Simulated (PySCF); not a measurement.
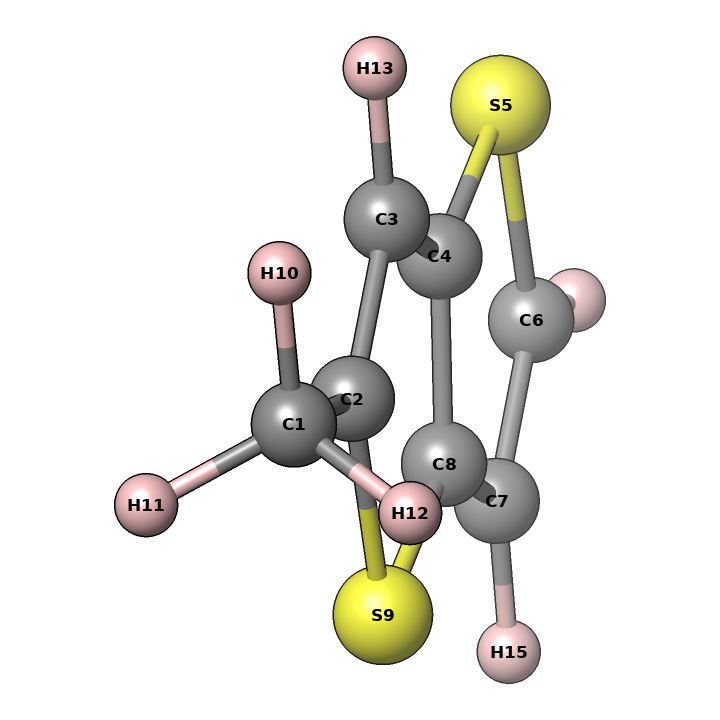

C2 lies behind C1. The molecule seen a little off the C1–C2 bond, C1 in front. Distant atoms are faded towards the background colour. The computed structure is the end point of a PBE0-D3(BJ)/def2-SVP optimisation. No frequency run is at hand to confirm it as a minimum.

> What is the torsion angle H10–C1–C2–S9? The sign is positive where the front bond must turn clockwise to cover the back bond.

−179°, antiperiplanar (anti).
